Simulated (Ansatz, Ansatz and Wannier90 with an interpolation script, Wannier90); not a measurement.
# From a coarse GW mesh to bands everywhere: BaSrMgWO6 (F-43m), part 2 of 3

Aim: the G0W0 bands of BaSrMgWO6 (F-43m) along the symmetry lines, with the gap off the mesh.

Ansatz 0.2.0; LDA, Wannier functions and G0W0, plane waves, PAW. Known limits of the many-body steps: not at the basis limit; no spin-orbit coupling.

So far. Step 2 (LDA bands): The gap is indirect, with the least direct gap 0.06 eV higher. The pressure of -13 GPa says that this functional would shrink the cell; it is kept.

## (4) Wannier functions by Wannier90 (O:2p W:5d) on 8×8×8

Localised functions give a small Hamiltonian that interpolates between mesh points at no cost.

This step: maximally localised Wannier functions from the overlaps of LDA states (plane waves, PAW).

Input file w.win:

```
num_iter = 1200
conv_tol = 1.0e-8
conv_window = 5
dis_num_iter = 4000
dis_conv_tol = 1.0e-8
dis_mix_ratio = 0.7
write_hr = true
use_ws_distance = false
num_print_cycles = 50
! ansatz wannier90 interface
! projections by site (counted from 0) and shell: 4 2P, 5 2P, 6 2P, 7 2P, 8 2P, 9 2P, 3 5D
! states of the run's bands (counted from 1): 1-56
num_bands = 56
num_wann  = 23
dis_win_min = 3.24
dis_win_max = 17.86
dis_froz_min = 3.24
dis_froz_max = 13.65
guiding_centres = true

begin unit_cell_cart
Ang
                      0.0                 4.068012                 4.068012
                 4.068012                      0.0                 4.068012
                 4.068012                 4.068012                      0.0
end unit_cell_cart

begin atoms_frac
Ba                      0.25                     0.25                     0.25
Sr                      0.75                     0.75                     0.75
Mg                       0.5                      0.5                      0.5
W                        0.0                      0.0                      0.0
O                   0.240848                 0.759152                 0.240848
O                   0.240848                 0.240848                 0.759152
O                   0.759152                 0.240848                 0.240848
O                   0.759152                 0.240848                 0.759152
O                   0.759152                 0.759152                 0.240848
O                   0.240848                 0.759152                 0.759152
end atoms_frac

mp_grid = 8 8 8

[... the mesh's points ...]
```

Started as:

```console
> OMP_NUM_THREADS=1 mpirun -n 4 wannier90.x w > wannier90.x.log
```

What it wrote:

```text
TEM
                                    ------

                              Lattice Vectors (Ang)
                    a_1     0.000000   4.068012   4.068012
                    a_2     4.068012   0.000000   4.068012
                    a_3     4.068012   4.068012   0.000000

                   Unit Cell Volume:     134.64080  (Ang^3)

                        Reciprocal-Space Vectors (Ang^-1)
                    b_1    -0.772267   0.772267   0.772267
                    b_2     0.772267  -0.772267   0.772267
                    b_3     0.772267   0.772267  -0.772267

 *----------------------------------------------------------------------------*
 |   Site       Fractional Coordinate          Cartesian Coordinate (Ang)     |
 +----------------------------------------------------------------------------+
 | ba   1   0.25000   0.25000   0.25000   |    2.03401   2.03401   2.03401    |
 | sr   1   0.75000   0.75000   0.75000   |    6.10202   6.10202   6.10202    |
 | mg   1   0.50000   0.50000   0.50000   |    4.06801   4.06801   4.06801    |
 | w    1   0.00000   0.00000   0.00000   |    0.00000   0.00000   0.00000    |
 | o    1   0.24085   0.75915   0.24085   |    4.06801   1.95955   4.06801    |
 | o    2   0.24085   0.24085   0.75915   |    4.06801   4.06801   1.95955    |
 | o    3   0.75915   0.24085   0.24085   |    1.95955   4.06801   4.06801    |
 | o    4   0.75915   0.24085   0.75915   |    4.06801   6.17648   4.06801    |
 | o    5   0.75915   0.75915   0.24085   |    4.06801   4.06801   6.17648    |
 | o    6   0.24085   0.75915   0.75915   |    6.17648   4.06801   4.06801    |
 *----------------------------------------------------------------------------*
                                ------------
                                K-POINT GRID
                                ------------

             Grid size =  8 x  8 x  8      Total points =  512

 *---------------------------------- MAIN ------------------------------------*
 |  Number of Wannier Functions               :                23             |
 |  Number of Objective Wannier Functions     :                23             |
 |  Number of input Bloch states              :                56             |
 |  Output verbosity (1=low, 5=high)          :                 1             |
 |  Timing Level (1=low, 5=high)              :                 1             |
 |  Optimisation (0=memory, 3=speed)          :                 3             |
 |  Length Unit                               :               Ang             |
 |  Post-processing setup (write *.nnkp)      :                 F             |
 |  Using Gamma-only branch of algorithms     :                 F             |
 *----------------------------------------------------------------------------*
 *------------------------------- WANNIERISE ---------------------------------*
 |  Total number of iterations                :              1200             |
 |  Number of CG steps before reset           :                 5             |
 |  Trial step length for line search         :             2.000             |
 |  Convergence tolerence                     :         0.100E-07             |
 |  Convergence window                        :                 5             |
 |  Iterations between writing output         :                50             |
 |  Iterations between backing up to disk     :               100             |
 |  Write r^2_nm to file                      :                 F             |
 |  Write xyz WF centres to file              :                 F             |
 |  Write on-site energies <0n|H|0n> to file  :                 F             |
 |  Use guiding centre to control phases      :                 T             |
 |  Use phases for initial projections        :                 F             |
 |  Iterations before starting guiding centres:                 0             |
 |  Iterations between using guiding centres  :                 1             |
 *----------------------------------------------------------------------------*
 *------------------------------- DISENTANGLE --------------------------------*
 |  Using band disentanglement                :                 T             |
 |  Total number of iterations                :              4000             |
 |  Mixing ratio                              :             0.700             |
 |  Convergence tolerence                     :         1.000E-08             |
 |  Convergence window                        :                 3             |
 *----------------------------------------------------------------------------*
 *-------------------------------- PLOTTING ----------------------------------*
 |  Plotting Hamiltonian in WF basis          :                 T             |
 *----------------------------------------------------------------------------*

 *---------------------------------- K-MESH ----------------------------------*
 +----------------------------------------------------------------------------+
 |                    Distance to Nearest-Neighbour Shells                    |
 |                    ------------------------------------                    |
 |          Shell             Distance (Ang^-1)          Multiplicity         |
 |          -----             -----------------          ------------         |
[...]
|                              Energy  Windows                               |
 |                              ---------------                               |
 |                   Outer:    3.24000  to   17.86000  (eV)                   |
 |                   Inner:    3.24000  to   13.65000  (eV)                   |
 +----------------------------------------------------------------------------+
   Number of target bands to extract:   23

                   Unitarised projection of Wannier functions
                   ------------------------------------------
   A_mn = <psi_m|g_n> --> S = A.A^+ --> U = S^-1/2.A
   In dis_project... done
   Using an inner window (linner = T)
   In dis_proj_froz... done

                   Extraction of optimally-connected subspace
                   ------------------------------------------
 +---------------------------------------------------------------------+<-- DIS
 |  Iter     Omega_I(i-1)      Omega_I(i)      Delta (frac.)    Time   |<-- DIS
 +---------------------------------------------------------------------+<-- DIS
       1      29.59104567      29.48137854       3.720E-03      0.00    <-- DIS
       2      29.50470743      29.44153301       2.146E-03      0.06    <-- DIS
       3      29.45513997      29.41720890       1.289E-03      0.12    <-- DIS
      50      29.31999145      29.31984298       5.064E-06      2.94    <-- DIS
     100      29.31855530      29.31854509       3.481E-07      5.94    <-- DIS
     150      29.31851123      29.31850970       5.218E-08      8.93    <-- DIS
     200      29.31850889      29.31850862       9.213E-09     11.93    <-- DIS

             <<<      Delta < 1.000E-08  over  3 iterations     >>>
             <<< Disentanglement convergence criteria satisfied >>>

        Final Omega_I    29.31850862 (Ang^2)

 +----------------------------------------------------------------------------+

 Writing checkpoint file w.chk... done

 *------------------------------- WANNIERISE ---------------------------------*
 +--------------------------------------------------------------------+<-- CONV
 | Iter  Delta Spread     RMS Gradient      Spread (Ang^2)      Time  |<-- CONV
 +--------------------------------------------------------------------+<-- CONV

 ------------------------------------------------------------------------------
 Initial State
  WF centre and spread    1  (  4.068012,  1.957206,  4.068012 )     1.24182369
  WF centre and spread    2  (  4.068012,  1.957206,  4.068012 )     1.24182369
  WF centre and spread    3  (  4.068012,  2.048642,  4.068012 )     1.06707949
  WF centre and spread    4  (  4.068012,  4.068012,  2.048642 )     1.06707949
  WF centre and spread    5  (  4.068012,  4.068012,  1.957206 )     1.24182369
  WF centre and spread    6  (  4.068012,  4.068012,  1.957206 )     1.24182369
  WF centre and spread    7  (  1.957206,  4.068012,  4.068012 )     1.24182369
  WF centre and spread    8  (  2.048642,  4.068012,  4.068012 )     1.06707949
  WF centre and spread    9  (  1.957206,  4.068012,  4.068012 )     1.24182369
  WF centre and spread   10  (  4.068012,  6.178818,  4.068012 )     1.24182369
[...]
Sum of centres and spreads ( 73.224216, 73.224216, 73.224216 )    30.31825290

      0     0.303E+02     0.0000000000       30.3182529044      12.16  <-- CONV
        O_D=      0.0030871 O_OD=      0.9966572 O_TOT=     30.3182529 <-- SPRD
 ------------------------------------------------------------------------------
 Cycle:      1
[...]
Sum of centres and spreads ( 73.224216, 73.224216, 73.224216 )    30.25684699

      1    -0.614E-01     0.1938542648       30.2568469853      12.25  <-- CONV
        O_D=      0.0024455 O_OD=      0.9358929 O_TOT=     30.2568470 <-- SPRD
 Delta: O_D= -0.6415730E-03 O_OD= -0.6076435E-01 O_TOT= -0.6140592E-01 <-- DLTA
 ------------------------------------------------------------------------------
 Cycle:     50
[...]
Sum of centres and spreads ( 73.224216, 73.224216, 73.224216 )    29.99269118

     50    -0.213E-05     0.0012972542       29.9926911847      15.81  <-- CONV
        O_D=      0.0016525 O_OD=      0.6725301 O_TOT=     29.9926912 <-- SPRD
 Delta: O_D= -0.1386328E-06 O_OD= -0.1992734E-05 O_TOT= -0.2131367E-05 <-- DLTA
 ------------------------------------------------------------------------------

             <<<     Delta < 1.000E-08  over  5 iterations     >>>
             <<< Wannierisation convergence criteria satisfied >>>

 Final State
[...]
WF centre and spread   19  ( -0.000000, -0.000000,  0.000000 )     2.28210286
  WF centre and spread   20  ( -0.000000,  0.000000,  0.000000 )     1.53814132
  WF centre and spread   21  ( -0.000000, -0.000000, -0.000000 )     1.53814132
  WF centre and spread   22  ( -0.000000,  0.000000, -0.000000 )     2.28207754
  WF centre and spread   23  ( -0.000000,  0.000000,  0.000000 )     1.53814177
  Sum of centres and spreads ( 73.224216, 73.224216, 73.224216 )    29.99268172

         Spreads (Ang^2)       Omega I      =    29.318508623
        ================       Omega D      =     0.001650943
                               Omega OD     =     0.672522152
    Final Spread (Ang^2)       Omega Total  =    29.992681718
 ------------------------------------------------------------------------------

 Writing checkpoint file w.chk... done

 *---------------------------------------------------------------------------*
 |                               PLOTTING                                    |
 *---------------------------------------------------------------------------*

 *===========================================================================*
 |                             TIMING INFORMATION                            |
 *===========================================================================*
 |    Tag                                                Ncalls      Time (s)|
 |---------------------------------------------------------------------------|
 |kmesh: get                                        :         1         0.113|
 |overlap: read                                     :         1         7.097|
 |dis: main                                         :         1        12.348|
 |wann: main                                        :         1         6.072|
 |plot: main                                        :         1         0.457|
 *---------------------------------------------------------------------------*
 All done: wannier90 exiting
```

Elapsed: 28 s, on 4 MPI ranks of Arm Neoverse V2, shared host; 1.8 min of CPU time.

Numbers from this step:

- gauge-invariant spread: 29.32 Å²
- diagonal spread: 0.001651 Å²
- off-diagonal spread: 0.6725 Å²
- total spread: 29.99 Å²
- disentanglement steps: 200
- r.m.s. interpolation error: 1.24e-4 eV
- r.m.s. error near the gap: 1.31e-4 eV

Near the gap the model misses directly solved bands by 0.1 meV r.m.s. and by 1 meV at most in the window tested. This tests the starting bands, not the corrections carried with them.

Wannier functions, by row:

```csv
function,x (Å),y (Å),z (Å),spread (Å²),nearest atom,distance (Å)
1,4.068,1.962,4.068,1.21,O5,0.002
2,4.068,1.962,4.068,1.21,O5,0.002
3,4.068,2.05,4.068,1.048,O5,0.09
4,4.068,4.068,2.05,1.048,O6,0.09
5,4.068,4.068,1.962,1.21,O6,0.002
6,4.068,4.068,1.962,1.21,O6,0.002
7,1.962,4.068,4.068,1.21,O7,0.002
8,2.05,4.068,4.068,1.048,O7,0.09
9,1.962,4.068,4.068,1.21,O7,0.002
10,4.068,6.174,4.068,1.21,O8,0.002
11,4.068,6.174,4.068,1.21,O8,0.002
12,4.068,6.086,4.068,1.048,O8,0.09
13,4.068,4.068,6.086,1.048,O9,0.09
14,4.068,4.068,6.174,1.21,O9,0.002
15,4.068,4.068,6.174,1.21,O9,0.002
16,6.174,4.068,4.068,1.21,O10,0.002
17,6.086,4.068,4.068,1.048,O10,0.09
18,6.174,4.068,4.068,1.21,O10,0.002
19,0,0,0,2.282,W4,0
20,0,0,0,1.538,W4,0
21,0,0,0,1.538,W4,0
22,0,0,0,2.282,W4,0
23,0,0,0,1.538,W4,0
```

Frozen up to 4.94 eV; above it the model need not follow the bands. The electronic bands at the labelled points (eV, zero at the valence-band top):

```csv
point,band 37,band 38,band 39,band 40,band 41,band 42,band 43,band 44
Γ,-0.40,0.00,0.00,0.00,2.84,2.84,2.84,8.62
X,-1.07,-0.79,-0.79,-0.06,2.64,3.76,3.76,6.44
U,-0.89,-0.89,-0.77,-0.24,2.91,3.57,3.63,6.92
jump to K,-0.89,-0.89,-0.77,-0.24,2.91,3.57,3.63,6.92
Γ,-0.40,0.00,0.00,0.00,2.84,2.84,2.84,8.62
L,-0.70,-0.56,-0.56,-0.40,3.11,3.23,3.23,8.10
W,-1.21,-1.03,-0.49,-0.41,3.19,3.21,3.76,6.99
X,-1.07,-0.79,-0.79,-0.06,2.64,3.76,3.76,6.44
```

The same for Kohn-Sham, solved directly:

```csv
point,band 37,band 38,band 39,band 40,band 41,band 42,band 43,band 44
Γ,-0.40,0.00,0.00,0.00,2.84,2.84,2.84,5.00
X,-1.07,-0.79,-0.79,-0.06,2.64,3.76,3.76,6.20
U,-0.89,-0.89,-0.77,-0.24,2.91,3.57,3.63,6.57
K,-0.89,-0.89,-0.77,-0.24,2.91,3.57,3.63,6.57
Γ,-0.40,0.00,0.00,0.00,2.84,2.84,2.84,5.00
L,-0.70,-0.56,-0.56,-0.40,3.11,3.23,3.23,6.87
W,-1.21,-1.03,-0.49,-0.41,3.19,3.21,3.76,6.66
X,-1.07,-0.79,-0.79,-0.06,2.64,3.76,3.76,6.20
```

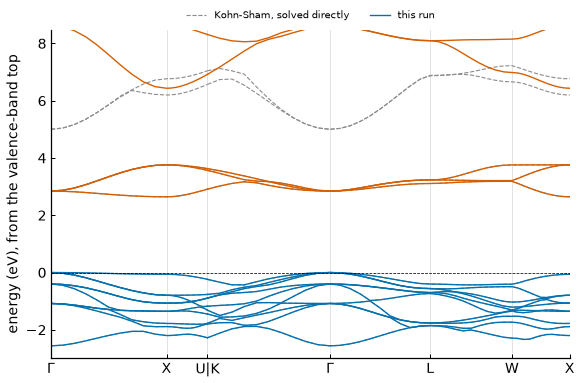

Electronic bands along the path; lines of filled and empty bands in two colours; dashed: Kohn-Sham, solved directly.

(Part 2 of 3 ends here.)

[Paths, hosts, dates, memory and timing lines, banners, echoed tables and standing remarks are left out of the program output.]

[Logs are printed without paths, hosts, clocks, repeated set-up lines and the standing remarks that a program may print on its own settings, such as how far it seeks lower states.]

[Runs of the session that timed out or met a known fault of the program may be left out.]

[Hosts, paths, dates, database ids (printed as entryN), source tags and the programs' standing remarks are cut or masked in the printed files.]
